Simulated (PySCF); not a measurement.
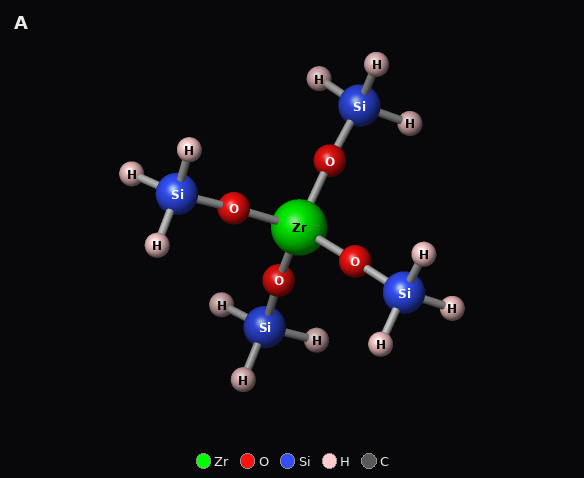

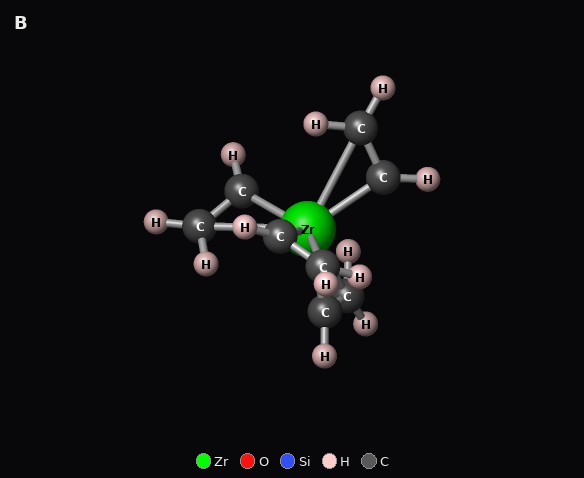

Two related species, optimised with PBE0-D3(BJ)/def2-SVP; properties computed with PySCF 2.14.0. Both: charge 0, singlet.

Identify both.

Answer. A is Zr(OSiH3)4, B is Zr(vinyl)4.

Compare them. With B3LYP/def2-SVPD, core potentials on Zr: dipole moment (D), HOMO–LUMO gap (eV), HOMO energy (Kohn–Sham orbital) (eV), lowest vertical singlet excitation (eV), mean static polarisability (bohr³).

| quantity | A | B |
| --- | --- | --- |
| dipole moment (D) | 0.05 | 0.05 |
| HOMO–LUMO gap (eV) | 7.57 | 5.57 |
| HOMO energy (Kohn–Sham orbital) (eV) | −8.46 | −6.95 |
| lowest vertical singlet excitation (eV) | 6.73 | 4.48 |
| mean static polarisability (bohr³) | 165.6 | 143.1 |

Each is one conformer, and no frequency run is at hand to confirm it as a minimum.
